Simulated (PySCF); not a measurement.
**C₃H₅O₂, doublet, SMILES `C[CH]C(=O)O`: what the electrons do**

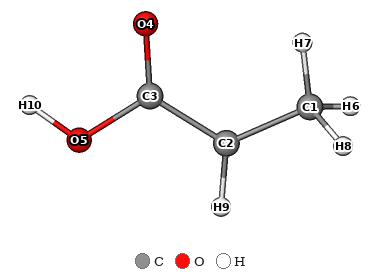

The molecule, with its atoms numbered as below. No frequency check shows the geometry to be a minimum.

Coordinates in Å:

```
C1       1.9895    0.0214   -0.0009
C2       0.6891   -0.6563    0.0008
C3      -0.5322    0.0821    0.0002
O4      -0.6296    1.2984    0.0004
O5      -1.6307   -0.7158   -0.0004
H6       2.5773   -0.2767   -0.8719
H7       1.8476    1.0995   -0.0037
H8       2.5768   -0.2716    0.8749
H9       0.6284   -1.7324    0.0016
H10     -2.4252   -0.1618   -0.0014
```

### 1. Bonding charge

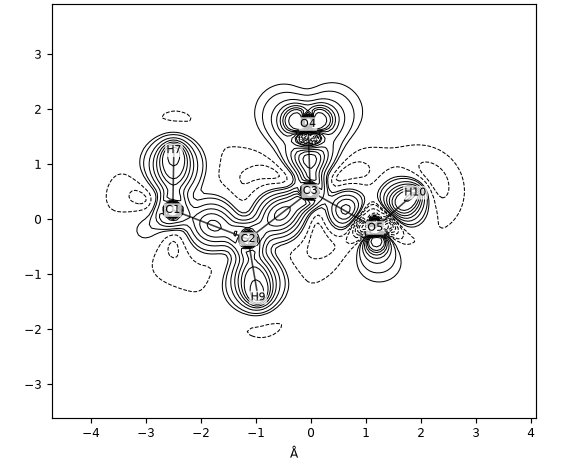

Deformation density (molecule less spherical, spin-averaged free atoms) in a plane through 8 of the atoms; contours at ±0.05 to ±0.8 e/Å³; solid lines: gain, dashed lines: loss.

PySCF calculation, B3LYP/6-311+G**, gas phase; geometry: GFN2-xTB. The stability of the open-shell solution wasn't checked. GFN2-xTB doesn't know the spin state, so this open-shell geometry is rough.

Q: Describe the bonding that the map shows.

A: O5–H10: +0.82 e/Å³ at the bond critical point (bond length 0.97 Å). C2–H9: +0.76 e/Å³ at the bond critical point (bond length 1.08 Å). C1–H7: +0.71 e/Å³ at the bond critical point (bond length 1.09 Å). C2–C3: +0.63 e/Å³ at the bond critical point (bond length 1.43 Å). C3–O4: +0.60 e/Å³ at the bond critical point (bond length 1.22 Å). C1–C2: +0.52 e/Å³ at the bond critical point (bond length 1.47 Å). C3–O5: +0.20 e/Å³ at the bond critical point (bond length 1.36 Å). In all, 2.3 electrons gather in the regions of gain relative to the promolecule.

Q: Where do the Hirshfeld charges lie?

A: The highest Hirshfeld charge is on H10 (+0.18 e), the lowest on O4 (−0.28 e).

### 2. Bond critical points

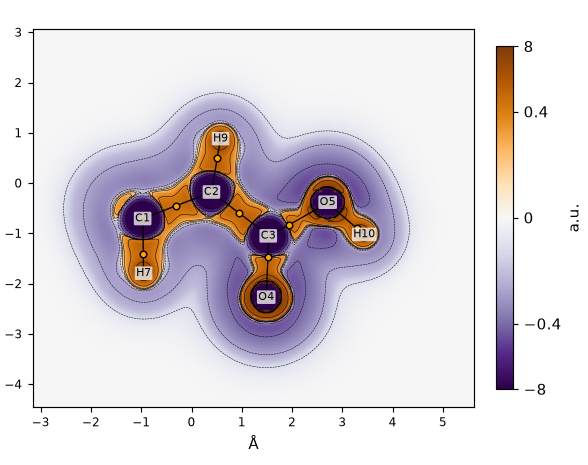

Negative Laplacian of the density (−∇²ρ) in a plane through 8 of the atoms (orange positive, purple negative, colour scale in a.u., logarithmic beyond ±0.04), with bond paths and bond critical points (dots).

Q: At which bond critical points in this plane is charge locally concentrated, and at which depleted?

A: Concentrated (∇²ρ < 0): C3–O4 (−0.29 a.u.); O5–H10 (−2.51 a.u.); C2–C3 (−0.83 a.u.); C3–O5 (−0.48 a.u.); C2–H9 (−1.00 a.u.); C1–H7 (−0.95 a.u.); C1–C2 (−0.68 a.u.). At none is it depleted.

Q: Where along O5–H10 does the critical point lie?

A: 0.77 Å from O5 and 0.19 Å from H10.

### 3. Local ionisation energy

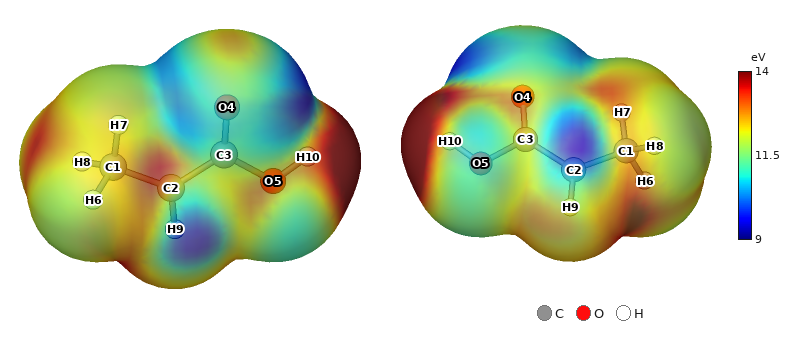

Average local ionisation energy on the surface of electron density 0.001 a.u. (back view left, front view right).

Q: Locate the minima of the map.

A: The lowest value is 9.5 eV, over C2, off the plane of its three bonds (2.0 Å), and at like points elsewhere. Further minima include 9.6 eV, near O4 (1.89 Å) and H10 (2.03 Å); 10.3 eV, about equally far (1.8 Å) from O4 and H7, and at like points elsewhere; 10.8 eV, 1.9 Å from O5. For comparison, the highest occupied orbital lies at −6.7 eV.

### 4. Spin density

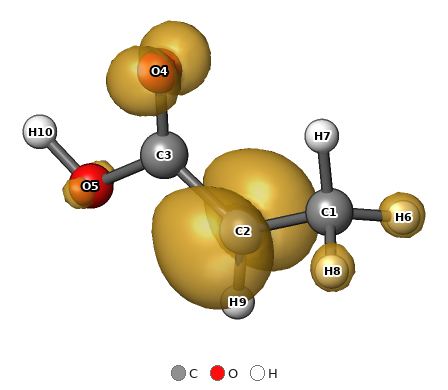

Spin density ρα − ρβ at ±0.05 e/Å³ (yellow: excess α, teal: excess β).

Q: Where is the unpaired spin?

A: Hirshfeld spin populations: C2 +0.58, O4 +0.17, C3 +0.07 and C1 +0.05. ⟨S²⟩ = 0.76, against 0.75 for a pure state.

### 5. In an electric field

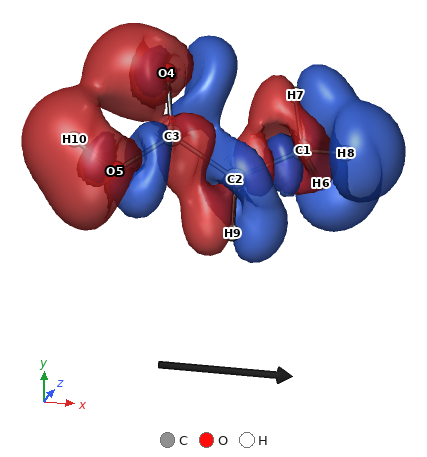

Change of the electron density in a uniform field of 0.21 V/Å along +x (arrow), surfaces at ±0.001 e/Å³ (red: gain, blue: loss).

PySCF calculation, BLYP/def2-SVPD, gas phase; geometry: GFN2-xTB. The stability of the open-shell solution wasn't checked. GFN2-xTB doesn't know the spin state, so this open-shell geometry is rough.

The field was applied in both directions; the picture shows the one opposite to the script's first.

Q: What dipole is induced, and what polarisability does it imply?

A: The induced dipole is 0.64 D (along the field); α along this axis, from the fields in both directions, is 63 bohr³ (9.3 Å³).

### 6. Removing or adding an electron

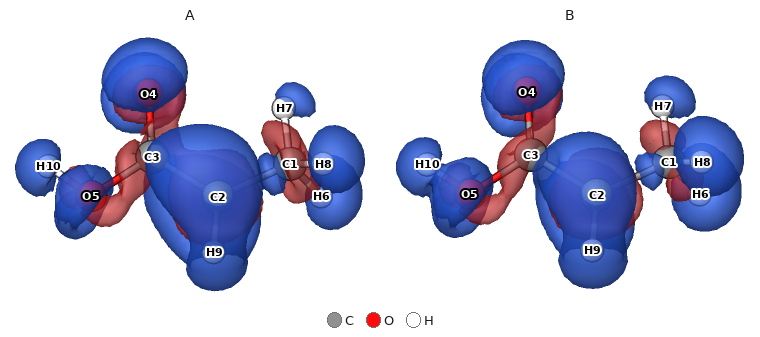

The two Fukui functions at ±0.02 e/Å³ (blue positive, red negative).

Level of theory: B3LYP/6-311G** (PySCF), at a geometry from GFN2-xTB. GFN2-xTB doesn't know the spin state, so this open-shell geometry is rough.

Q: Why do the two look alike?

A: The electron leaves from or enters the same singly occupied orbital. A is f⁺, B is f⁻. f⁻ (Hirshfeld-condensed) is largest on C2 (0.27) and O4 (0.15); the vertical ionisation energy is 9.14 eV (to the singlet cation, which needn't be its lowest state). f⁺ (Hirshfeld-condensed) is largest on C2 (0.27) and O4 (0.16); the vertical electron affinity is 0.81 eV (to the singlet anion, which needn't be its lowest state; the anion's highest orbital has positive energy, so this value and f⁺ depend on the basis).
